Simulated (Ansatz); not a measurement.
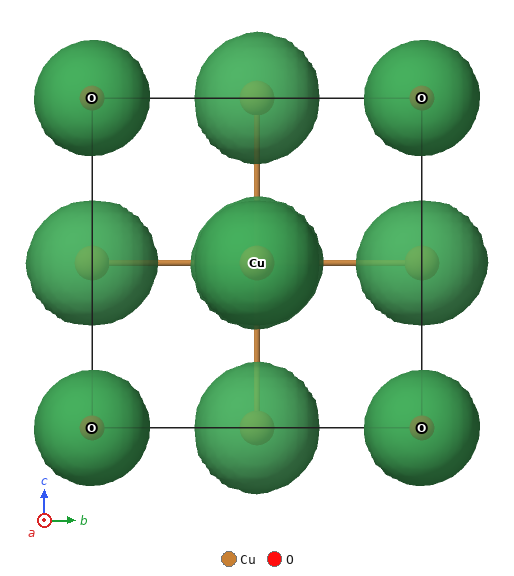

The picture shows: Cu$_{4}$O. Isosurface of the valence pseudo-density at 0.8 e/Å³ (green), seen along the a axis. Sticks mark near contacts.

Space group Pm-3m; a structure generated by program, which may or may not match a known phase; computed without spin polarisation.

All numbers below come from Ansatz 0.2.0, DFT PBE, scalar-relativistic, plane waves, PAW.

The density is the valence pseudo-density of a PAW calculation; it isn't the true density close to the nuclei.

Input

```
crystal:
  lattice:
    - [4.3599393949, 0.0, 0.0]
    - [0.0, 4.3599393949, 0.0]
    - [0.0, 0.0, 4.3599393949]
  atoms:
    - { symbol: Cu, position: [0.5, 0.5, 0.5] }
    - { symbol: Cu, position: [0.0, 0.5, 0.5] }
    - { symbol: Cu, position: [0.5, 0.0, 0.5] }
    - { symbol: Cu, position: [0.5, 0.5, 0.0] }
    - { symbol: O, position: [0.0, 0.0, 0.0] }
basis:
  ecutwfc: 420
kpoints:
  mp_grid: { grid: [8, 8, 8] }
hamiltonian:
  xc: pbe
scf:
  occupations: { method: gaussian, width: 0.01 }
output:
  forces: true
  stress: true
  eigenvalues: true
  write_density: true
  write_potential: true
  elf: true
  volumetric_format: npy
relax:
  adjacent_minimum: "off"
  f_tol: 0.01
  max_steps: 80
  cell: { stress_tol: 0.05 }
```

Launched as:

```sh
ansatz run input.yaml --threads 1 --pin off --max-ram 2560MiB --backend cpu --events-out ev --progress --plain --runs-dir out
```

Below, planes, directions and counts refer to the conventional cell (a = 4.36 Å, b = 4.36 Å, c = 4.36 Å, α = 90.00°, β = 90.00°, γ = 90.00°).

The fields are those of the relaxed geometry.

> What does this surface tell about the bonding?

At this value the density breaks into separate islands; it holds about 85 % of the electrons treated as valence (semicore included). It bridges none of the near contacts. It is pinched off along the shortest Cu–Cu (2.18 Å) and Cu–O (3.08 Å) contacts. On the grid the lowest density along these lines, outside the cores, is 0.5 e/Å³ (Cu–Cu, 2.18 Å) and 0.07 e/Å³ (Cu–O, 3.08 Å).
